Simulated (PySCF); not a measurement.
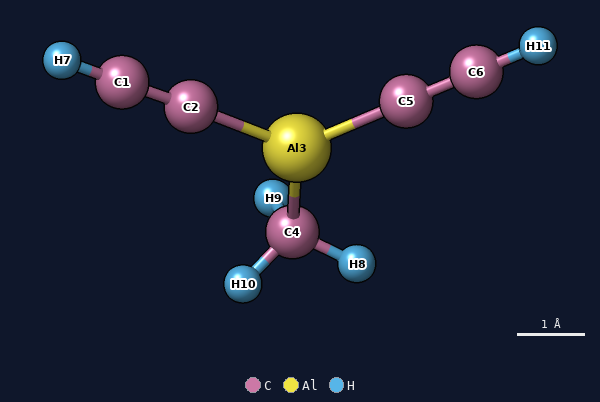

**Figure 1.** The structure as given in the input (ball-and-stick view, seen at a tilt; atoms are numbered from 1 in the order of the input). Sticks mark near contacts.

# Two runs on C5H5Al

System: C5H5Al, SMILES C#[C][Al]([CH3])[C]#C.
Method of run A: TDDFT PBE0/def2-TZVP, vertical, gas phase, core orbitals frozen in the response (PySCF 2.14.0).

The geometry comes from this level: PBE0-D3(BJ)/def2-SVP. Text and figures count atoms from 1; the logs count them from 0 in places.

### The input, run A
```
{"job": {"kind": "uv", "xc": "PBE0", "basis": "def2-TZVP"}, "charge": 0, "multiplicity": 1}
C      1.771996     2.510192     0.313861
C      1.078614     1.517692     0.150451
Al    -0.048210    -0.010036    -0.080163
C     -1.973873     0.186750    -0.230017
C      0.797837    -1.721827    -0.184357
C      1.330272    -2.819181    -0.254682
H      2.390651     3.379840     0.453377
H     -2.505945    -0.763533    -0.069403
H     -2.238124     0.546762    -1.239757
H     -2.365636     0.932408     0.480771
H      1.801193    -3.785008    -0.316393
```

The first line tells a small driver script what to run in PySCF; the rest is the geometry in Å.

Command:
```bash
OMP_NUM_THREADS=1 python <driver script> task.json out
```

Hardware: 1 CPU thread, shared host.

### Output (run A)
```
coarse grid: 10160 points
cycle   1  E = -435.4974200766  dE =  3.953e-01  |g| = 6.096e-01  |ddm| = 3.601e+00
cycle   2  E = -435.4553617584  dE =  4.206e-02  |g| = 7.172e-01  |ddm| = 1.060e+00
cycle   3  E = -435.5782785719  dE = -1.229e-01  |g| = 2.415e-01  |ddm| = 6.150e-01
cycle   4  E = -435.5935148504  dE = -1.524e-02  |g| = 3.536e-02  |ddm| = 1.457e-01
cycle   5  E = -435.5938085259  dE = -2.937e-04  |g| = 9.526e-03  |ddm| = 3.081e-02
cycle   6  E = -435.5938322100  dE = -2.368e-05  |g| = 1.428e-03  |ddm| = 8.087e-03
cycle   7  E = -435.5938327394  dE = -5.294e-07  |g| = 1.958e-04  |ddm| = 1.675e-03
final grid: 94792 points
cycle   8  E = -435.5834956492  dE = -3.461e-05  |g| = 6.182e-03  |ddm| = 8.790e-02
cycle   9  E = -435.5834943318  dE =  1.317e-06  |g| = 6.534e-03  |ddm| = 1.010e-02
cycle  10  E = -435.5835049783  dE = -1.065e-05  |g| = 9.489e-04  |ddm| = 5.119e-03
cycle  11  E = -435.5835051159  dE = -1.376e-07  |g| = 6.342e-04  |ddm| = 9.205e-04
cycle  12  E = -435.5835052154  dE = -9.947e-08  |g| = 1.153e-04  |ddm| = 3.512e-04
cycle  13  E = -435.5835052187  dE = -3.364e-09  |g| = 3.026e-05  |ddm| = 8.916e-05
cycle  14  E = -435.5835052189  dE = -1.295e-10  |g| = 2.094e-05  |ddm| = 3.310e-05
converged SCF energy = -435.5835052189

Static polarisability (au): isotropic 77.325, principal 51.826 78.099 102.051

Singlet excitations
state   eV       nm        f      main configurations
  1   4.8656    254.8   0.00000   H->L 0.94
  2   4.9297    251.5   0.00076   H-1->L 0.94
  3   5.3823    230.4   0.07124   H-2->L 0.83, H->L+1 0.12
  4   5.6063    221.2   0.01558   H-3->L 0.82, H-1->L+1 0.10
  5   5.8506    211.9   0.00335   H-4->L 0.93
  6   6.2264    199.1   0.00000   H-2->L+1 0.80, H-3->L+4 0.14
  7   6.3814    194.3   0.00012   H-3->L+1 0.69, H-2->L+4 0.23
  8   6.9265    179.0   0.09874   H-1->L+1 0.49, H-2->L+3 0.27, H-3->L 0.12
  9   6.9793    177.6   0.26834   H->L+1 0.55, H-3->L+3 0.20, H-2->L 0.12
 10   7.1566    173.2   0.00014   H->L+3 0.81

Triplet excitations (Tamm-Dancoff, eV): 4.3032 4.4263 4.5524 4.6249
```

The input of run B differs as follows (lines with − go, lines with + come):
```diff
-"xc": "PBE0"
-"basis": "def2-TZVP"
+"xc": "HF"
+"basis": "def2-SVPD"
+"ip": true
```

How does run B compare with run A?

The total energies belong to different models, so their difference says nothing on which is more stable or more accurate. The HOMO goes from −7.99 to −10.67 eV. The LUMO goes from −1.62 to 1.39 eV. The dipole moment goes from 0.21 to 0.05 D. The lowest excitation goes from 4.87 to 4.95 eV. The strongest computed line goes from 6.98 to 8.14 eV. The method changes from PBE0 to HF. The SCF takes 11 iterations against 14. The basis functions go from 222 to 164.

### Output (run B)
```
final grid: 94792 points
cycle   1  E = -433.7984709659  dE =  5.771e-01  |g| = 4.073e-01  |ddm| = 5.665e+00
cycle   2  E = -433.8605216607  dE = -6.205e-02  |g| = 1.558e-01  |ddm| = 1.757e+00
cycle   3  E = -433.8664503282  dE = -5.929e-03  |g| = 1.006e-01  |ddm| = 6.679e-01
cycle   4  E = -433.8693735112  dE = -2.923e-03  |g| = 1.192e-02  |ddm| = 2.920e-01
cycle   5  E = -433.8694329567  dE = -5.945e-05  |g| = 3.106e-03  |ddm| = 6.897e-02
cycle   6  E = -433.8694402104  dE = -7.254e-06  |g| = 1.406e-03  |ddm| = 1.364e-02
cycle   7  E = -433.8694431463  dE = -2.936e-06  |g| = 7.037e-04  |ddm| = 6.590e-03
cycle   8  E = -433.8694442683  dE = -1.122e-06  |g| = 2.598e-04  |ddm| = 3.094e-03
cycle   9  E = -433.8694444029  dE = -1.346e-07  |g| = 5.443e-05  |ddm| = 1.427e-03
cycle  10  E = -433.8694444056  dE = -2.668e-09  |g| = 2.112e-05  |ddm| = 2.752e-04
cycle  11  E = -433.8694444057  dE = -1.435e-10  |g| = 5.503e-06  |ddm| = 7.002e-05
converged SCF energy = -433.8694444057

Static polarisability (au): isotropic 76.582, principal 55.708 77.048 96.990

Singlet excitations
state   eV       nm        f      main configurations
  1   4.9498    250.5   0.00000   H->L 0.54, H-2->L+7 0.15
  2   5.0414    245.9   0.00007   H-2->L 0.47, H->L+7 0.19
  3   5.5974    221.5   0.01543   H-1->L 0.40, H-3->L+7 0.10, H->L+4 0.09
  4   5.7510    215.6   0.00338   H-3->L 0.35, H-1->L+7 0.12, H->L+10 0.11
  5   5.8630    211.5   0.00000   H-3->L+10 0.24, H-1->L+4 0.22, H-1->L+6 0.21
  6   5.9473    208.5   0.00004   H-1->L+10 0.27, H-3->L+6 0.19, H-3->L+4 0.19
  7   7.2471    171.1   0.00577   H-4->L 0.71, H-2->L 0.14
  8   8.0863    153.3   0.04213   H->L+1 0.67, H-2->L+3 0.13
  9   8.1442    152.2   0.34810   H-2->L+1 0.69, H->L+3 0.10
 10   8.1539    152.1   0.05408   H-1->L+1 0.63, H-3->L+3 0.11

Triplet excitations (Tamm-Dancoff, eV): 3.9476 3.9925 4.6379 4.7102
Vertical ionisation energy (delta-SCF) = 9.6575 eV
```

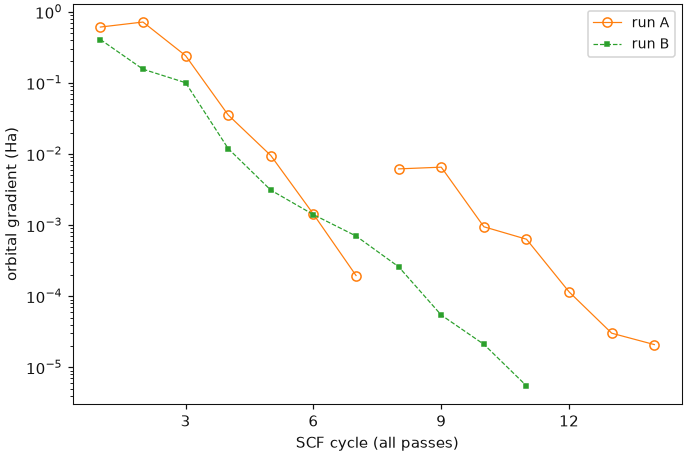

**Figure 2.** Convergence of the two runs: orbital gradient against the SCF cycle. A break in a curve parts two SCF passes (coarse and final grid). Run A takes 14 cycles in all, and run B takes 11.

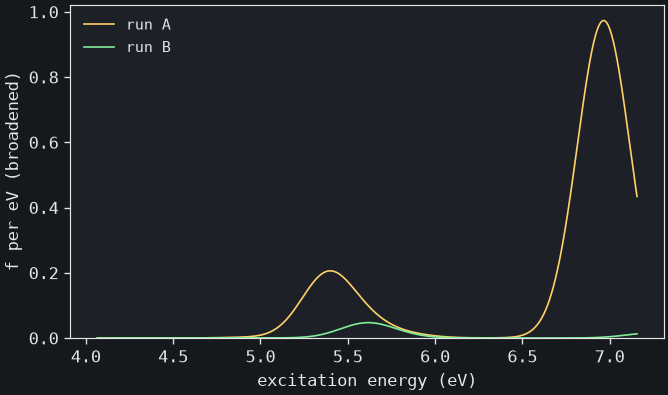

**Figure 3.** Absorption of the two runs from their computed states, each broadened by a Gaussian of 0.35 eV full width; the range ends where the shorter list of states ends.

### The two runs side by side

| quantity | run A | run B |
| --- | --- | --- |
| outcome | converged | converged |
| total energy (hartree) | −435.583505 | −433.869444 |
| HOMO (eV) | −7.99 | −10.67 |
| LUMO (eV) | −1.62 | 1.39 |
| dipole moment (D) | 0.21 | 0.05 |
| lowest excitation (eV) | 4.87 | 4.95 |
| SCF iterations | 14 | 11 |
| strongest computed line (eV) | 6.98 | 8.14 |
| basis functions | 222 | 164 |
| wall time (shared host) | 24 s | 21 s |
